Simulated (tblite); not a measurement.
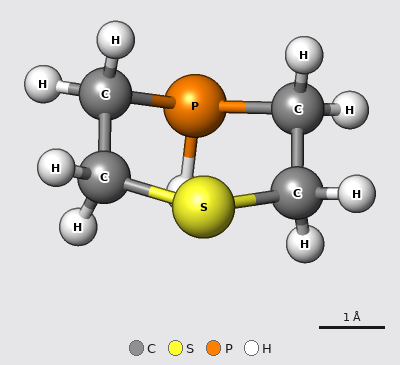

This is the input geometry for a relaxation of C$_{4}$H$_{9}$PS. The picture is a ball-and-stick view, seen from a free direction.

All numbers below come from GFN2-xTB geometry optimisation, gas phase (tblite 0.8.0).

```xyz
15

C    -1.4077    0.9123   -0.3057
C    -1.5981   -0.5808   -0.4654
S    -0.1604   -1.4182   -1.1470
C     1.4086   -0.9231   -0.4812
C     1.5844    0.5675   -0.2945
P     0.1225    1.1121    0.7296
H    -1.3187    1.3760   -1.3034
H    -2.2417    1.3290    0.3038
H    -1.9020   -0.9587    0.5281
H    -2.4813   -0.7108   -1.1243
H     2.2045   -1.2369   -1.1975
H     1.6280   -1.3784    0.5241
H     2.5360    0.7812    0.2342
H     1.6140    1.0514   -1.2924
H     0.0075    0.0855    1.7641
```

Where does the relaxation end?

Answer. The energy falls by 1.079 eV in 51 geometry steps. H9 moves most after the best rigid fit: 0.54 Å. By element the largest moves are H 0.54 Å, S 0.44 Å, P 0.31 Å, C 0.15 Å. Near-neighbour distances that change, for instance: S3–P6 3.163 → 3.546 Å, P6–H15 1.462 → 1.405 Å, S3–C4 1.775 → 1.819 Å, C4–H12 1.125 → 1.093 Å. Among the angles between lasting bonds that change: C2–S3–C4 115.8° → 97.9°, C4–C5–P6 105.3° → 115.4°, C2–C1–P6 105.6° → 115.4°. Groups turn about S3–C4 by about 20°, C2–S3 by about 20°.

History of the run:

| step | E − E(0), eV |
| --- | --- |
| 0 | 0.0000 |
| 1 | -0.3355 |
| 2 | -0.5966 |
| 3 | -0.6941 |
| 4 | -0.7866 |
| 5 | -0.8386 |
| 6 | -0.8724 |
| 7 | -0.8957 |
| 8 | -0.9128 |
| 9 | -0.9218 |
| 10 | -0.9322 |
| 12 | -0.9586 |
| 14 | -0.9894 |
| 16 | -1.0170 |
| 19 | -1.0364 |
| 21 | -1.0476 |
| 23 | -1.0524 |
| 25 | -1.0571 |
| 27 | -1.0626 |
| 29 | -1.0675 |
| 32 | -1.0706 |
| 34 | -1.0737 |
| 36 | -1.0750 |
| 38 | -1.0757 |
| 40 | -1.0766 |
| 42 | -1.0773 |
| 45 | -1.0785 |
| 47 | -1.0788 |
| 49 | -1.0790 |
| 51 | -1.0790 |

The structure at the end:

```xyz
15

C    -1.3246    0.8817   -0.2449
C    -1.4552   -0.6141   -0.4703
S    -0.1582   -1.2709   -1.5636
C     1.2706   -0.9327   -0.4898
C     1.4908    0.5526   -0.2653
P     0.1719    1.4154    0.7279
H    -1.2945    1.4064   -1.2050
H    -2.2020    1.2446    0.3006
H    -1.4089   -1.1658    0.4716
H    -2.3947   -0.8483   -0.9719
H     2.1244   -1.3749   -1.0043
H     1.1115   -1.4600    0.4538
H     2.4348    0.7041    0.2684
H     1.5684    1.0715   -1.2260
H     0.0614    0.3986    1.6913
```

The end point in the same view:

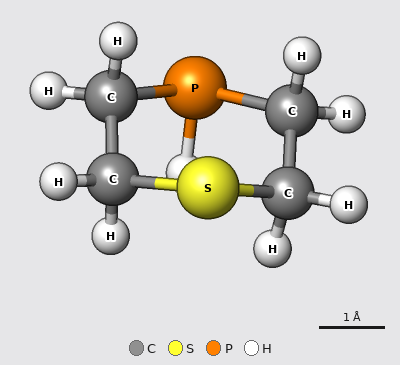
